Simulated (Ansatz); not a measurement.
# SiPH5 (SMILES [SiH3]P) at CCSDT/STO-3G

Aim: the energy change on altering one bond length of SiPH5 at CCSDT/STO-3G, from 2 runs. 

Program for the calculation: Ansatz 0.2.0.

50 further runs of the same task are left out: 50 set aside as unsound or not needed.

### 1 The system as given

SiPH5: 7 atoms, total charge 0, spin state singlet. SMILES: `[SiH3]P`. The coordinates come from a GFN2-xTB relaxation.

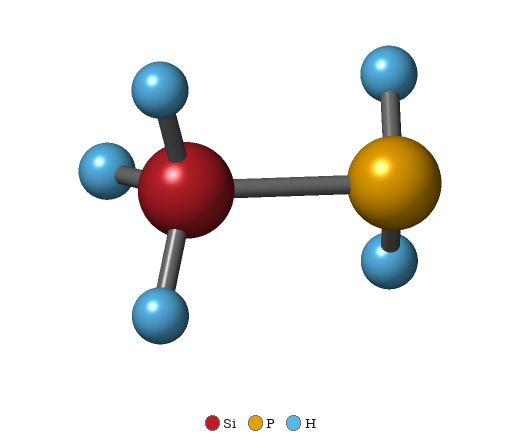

The structure, seen from a chosen angle (silicon red, phosphorus amber, hydrogen blue).

### 2 A single-point energy at CCSDT/STO-3G

File job.yaml:

```yaml
crystal:
  periodic: [false, false, false]
  atoms:
    - {symbol: Si, position_ang: [-0.640830, -0.361550, -0.395920]}
    - {symbol: P, position_ang: [1.061310, -0.009120, 1.007680]}
    - {symbol: H, position_ang: [-1.825500, -0.602940, 0.426340]}
    - {symbol: H, position_ang: [-0.298920, -1.544330, -1.184630]}
    - {symbol: H, position_ang: [-0.890510, 0.768910, -1.293660]}
    - {symbol: H, position_ang: [0.664680, 1.260240, 1.387120]}
    - {symbol: H, position_ang: [1.929760, 0.488790, 0.053060]}
basis:
  gaussian:
    orbitals: STO-3G
correlation:
  method: ccsdt
  frozen_orbitals: {H: 0, P: 5, Si: 5}
accuracy: high
scf:
  omitted_lower_state_checks: [cluster_reference, increment]
```

Started as:

```
$ ansatz run job.yaml --threads 1 --pin off --max-ram 2610MiB --events-out events.jsonl --progress --plain --runs-dir runs
```

Log (excerpt; [...] marks lines left out):

```text
Warning: RAYON_NUM_THREADS=1 ignored (pool sized by the plan → 1); use --threads N
Functional definition: HF
  name "HF"
[...]
414 factors; integrals over basis functions are off by at most 1.0e-8 eV
[...]
mean field -17018.66626886 eV, -625.4244497142 hartree, gradient 2.1e-8 eV, S^2 0.000000; 0 other end points of the search recorded, 0 dependent functions left out
10 core orbitals not correlated: weight in the atoms' cores, before any rotation towards them, 1.000 or more for the frozen orbitals, at most 0.000 for the correlated occupied ones
reference -17018.66626886 eV, -625.4244497142 hartree; 7, 7 occupied and 6, 6 virtual orbitals, 414 factors
second order -2.07054598 eV of doubles, -0.00000000 eV of singles
cycle   1  -2.68510664 eV  change   -6.1e-1 eV  update   6.6e-2
[...]
cycle  19  -3.04042624 eV  change   -1.0e-9 eV  update   1.1e-9
Total energy: -17021.70669510 eV, -625.5361833177 hartree
Checks for a lower state left out: cluster_reference, increment
```

It took 0.34 s on 1 thread of Arm Neoverse V1, shared host.

### 3 The distorted shape, same level

File job.yaml:

```yaml
crystal:
  periodic: [false, false, false]
  atoms:
    - {symbol: Si, position_ang: [-0.726305, -0.065863, -0.198748]}
    - {symbol: P, position_ang: [0.975835, 0.286567, 1.204852]}
    - {symbol: H, position_ang: [-1.910975, -0.307253, 0.623512]}
    - {symbol: H, position_ang: [-0.298920, -1.544330, -1.184630]}
    - {symbol: H, position_ang: [-0.975985, 1.064597, -1.096488]}
    - {symbol: H, position_ang: [0.579205, 1.555927, 1.584292]}
    - {symbol: H, position_ang: [1.844285, 0.784477, 0.250232]}
basis:
  gaussian:
    orbitals: STO-3G
correlation:
  method: ccsdt
  frozen_orbitals: {H: 0, P: 5, Si: 5}
scf:
  omitted_lower_state_checks: [cluster_reference, increment]
accuracy: high
```

Started as:

```
$ ansatz run job.yaml --threads 1 --pin off --max-ram 2610MiB --events-out events.jsonl --progress --plain --runs-dir runs
```

Log (excerpt; [...] marks lines left out):

```text
Warning: RAYON_NUM_THREADS=1 ignored (pool sized by the plan → 1); use --threads N
[... 2 set-up lines as earlier in the session ...]
[...]
414 factors; integrals over basis functions are off by at most 1.3e-8 eV
[...]
mean field -17017.12797255 eV, -625.3679183676 hartree, gradient 6.0e-8 eV, S^2 0.000000; 0 other end points of the search recorded, 0 dependent functions left out
10 core orbitals not correlated: weight in the atoms' cores, before any rotation towards them, 1.000 or more for the frozen orbitals, at most 0.000 for the correlated occupied ones
reference -17017.12797255 eV, -625.3679183676 hartree; 7, 7 occupied and 6, 6 virtual orbitals, 414 factors
second order -2.29565644 eV of doubles, -0.00000000 eV of singles
cycle   1  -2.99964890 eV  change   -7.0e-1 eV  update   7.6e-2
[...]
cycle  21  -3.43920300 eV  change  -1.4e-10 eV  update  5.1e-10
Total energy: -17020.56717555 eV, -625.4943067466 hartree
Checks for a lower state left out: cluster_reference, increment
```

It took 0.36 s on 1 thread of Arm Neoverse V1, shared host.

### 4 Results

At CCSDT/STO-3G, 10 core orbitals frozen:

```
                                                          quantity          value
                                         first shape: total energy  -625.53618 Eh
         first shape: correlation energy (10 core orbitals frozen)     -111.7 mEh
                                        first shape: T1 diagnostic          0.005
                                     distorted shape: total energy  -625.49431 Eh
     distorted shape: correlation energy (10 core orbitals frozen)     -126.4 mEh
                                    distorted shape: T1 diagnostic          0.006
energy change with the Si1–H4 bond stretched from 1.462 to 1.828 Å       1.140 eV
```

What this shows: With the Si1–H4 bond stretched from 1.462 to 1.828 Å the energy rises by 1.14 eV (26 kcal/mol). The first shape isn't relaxed at this level, so the change isn't measured from a minimum. The minimal basis adds a large error of its own.
